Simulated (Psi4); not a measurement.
# HgF2 (SMILES [F][Hg][F]): a first try and a second

Wanted: a single-point energy of HgF2, CCSD(T)/def2-SVP (core potential).

Program for the calculation: Psi4 1.11.

1 further run of the same task is left out (set aside as unsound or not needed).

## Step 1: Starting point

The species is HgF2 (3 atoms), meant as a singlet with charge 0. SMILES: `[F][Hg][F]`. Geometry: a GFN2-xTB relaxation, a rough one for these elements and not checked as a minimum.

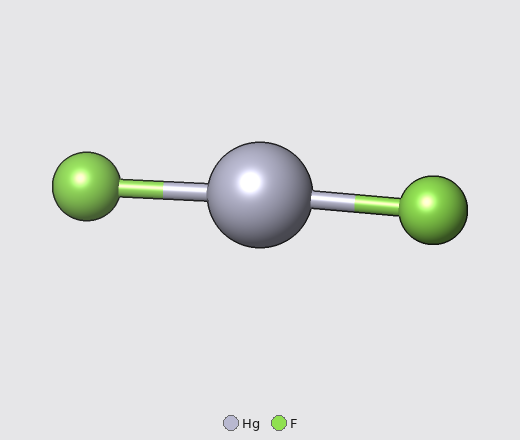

The structure, seen from a chosen angle (mercury light grey, fluorine green).

## Step 2: First attempt

Input file f2hg.xyz:

```xyz
3
F2Hg
Hg    -0.022860    -0.013130    -0.000670
F     -0.006300    -0.015450     1.845330
F      0.029160     0.028590    -1.844660
```

Input file f2hg_ase.py:

```python
import numpy as np
from ase.calculators.psi4 import Psi4
from ase.io import read

atoms = read('f2hg.xyz')
calc = Psi4(atoms=atoms, method='ccsd(t)', basis='def2-SVP', memory='1600MB', num_threads=1, charge=0, multiplicity=1, label='calc')
calc.psi4.set_options({'scf_type': 'pk', 'num_frozen_docc': 2, 'docc': [18]})
atoms.calc = calc

print(f'energy: {atoms.get_potential_energy():.6f} eV')
```

Started as:

```bash
$ python f2hg_ase.py
```

calc.dat:

```text
=> Loading Basis Set <=

    Name: DEF2-SVP
    Role: ORBITAL
    Keyword: BASIS

    !!!  WARNING: ECP capability is in beta. Please check occupations closely.  !!!
```

The script printed:

```text
Traceback (most recent call last):
  File "f2hg_ase.py", line 10, in <module>
    print(f'energy: {atoms.get_potential_energy():.6f} eV')
RuntimeError:
Fatal Error: Got 18 alpha electrons, expected 19.
DOCC and SOCC must specify the occupation of all electrons or none.
```

Run time: 1.4 s. Hardware: 1 thread of Intel Xeon 6975P-C (Granite Rapids), shared host; peak memory 0.17 GiB.

## Step 3: Diagnosis

The input was rejected.

The log says `Fatal Error: Got 18 alpha electrons, expected 19.`. What is wrong: the orbital occupation or active space doesn't match the electron count or the lowest state. To mend it: docc at its default in place of (18).

## Step 4: The mended input

f2hg.xyz is that of step 2.

Input file run_ase.py:

```python
import numpy as np
from ase.calculators.psi4 import Psi4
from ase.io import read

a = read('f2hg.xyz')
calc = Psi4(atoms=a, method='ccsd(t)', basis='def2-SVP', memory='1600MB', num_threads=1, charge=0, multiplicity=1, label='f2hg')
calc.psi4.set_options({'scf_type': 'pk', 'num_frozen_docc': 2})
a.calc = calc

print(f'energy: {a.get_potential_energy():.6f} eV')
```

Started as:

```bash
$ python run_ase.py
```

f2hg.dat:

```text
[...]
    !!!  WARNING: ECP capability is in beta. Please check occupations closely.  !!!
[...]
  Running in c1 symmetry.
[...]
  Nuclear repulsion =  114.833294417889121
[...]
  Multiplicity = 1
[...]
  Nalpha       = 19
  Nbeta        = 19
[...]
    Number of basis functions: 60
[...]
   @RHF iter   1:  -351.03381128584454   -1.29190e+00   9.48784e-03 DIIS/ADIIS
[...]
   @RHF iter  12:  -351.19286139789142   -5.68434e-13   6.84714e-09 DIIS
[...]
    Orbital Energies [Eh]
    ---------------------
    Doubly Occupied:
       1A    -26.231266     2A    -26.231069     3A     -5.145534
       4A     -3.141472     5A     -3.133072     6A     -3.133071
       7A     -1.498716     8A     -1.476084     9A     -0.772593
      10A     -0.751803    11A     -0.751733    12A     -0.700214
      13A     -0.700213    14A     -0.607772    15A     -0.607720
      16A     -0.587587    17A     -0.546585    18A     -0.546418
      19A     -0.530075
[...]
  @RHF Final Energy:  -351.19286139789142
   => Energetics <=
    Nuclear Repulsion Energy =            114.8332944178891211
    One-Electron Energy =                -777.8663179003726782
    Two-Electron Energy =                 311.8401620845921798
    Total Energy =                       -351.1928613978914200
[...]
 Multipole Moments:
 ------------------------------------------------------------------------------------
     Multipole            Electronic (a.u.)      Nuclear  (a.u.)        Total (a.u.)
 ------------------------------------------------------------------------------------
 L = 1.  Multiply by 2.5417464519 to convert [e a0] to [Debye]
 Dipole X            :         -0.8360346            0.7764844           -0.0595502
 Dipole Y            :         -0.4803054            0.4460992           -0.0342062
 Dipole Z            :         -0.0254592            0.0227579           -0.0027014
 Magnitude           :                                                    0.0687284
[...]
      * MP2 total energy                      = -351.928311978422812
[...]
      * CCSD total energy                     = -351.909797841100499
[...]
      * CCSD(T) total energy                  = -351.923583677876877
```

The script printed:

```text
energy: -9576.328487 eV
```

Wall time 11 s (1 thread of Intel Xeon 6975P-C (Granite Rapids), shared host); peak memory 0.31 GiB.

## Step 5: Outcome

Level: CCSD(T)/def2-SVP (core potential).

| quantity | value |
| --- | --- |
| total energy | -351.92358 Eh |
| HOMO energy (Hartree–Fock orbitals) | -14.42 eV |
| LUMO energy (Hartree–Fock orbitals) | 2.02 eV |
| HOMO–LUMO gap (Hartree–Fock orbitals) | 16.44 eV |
| correlation energy (2 core orbitals frozen) | -730.7 mEh |
| (T) correction | -13.79 mEh |
| T1 diagnostic | 0.019 |

In words: The triples make up 1.9 % of the correlation energy.
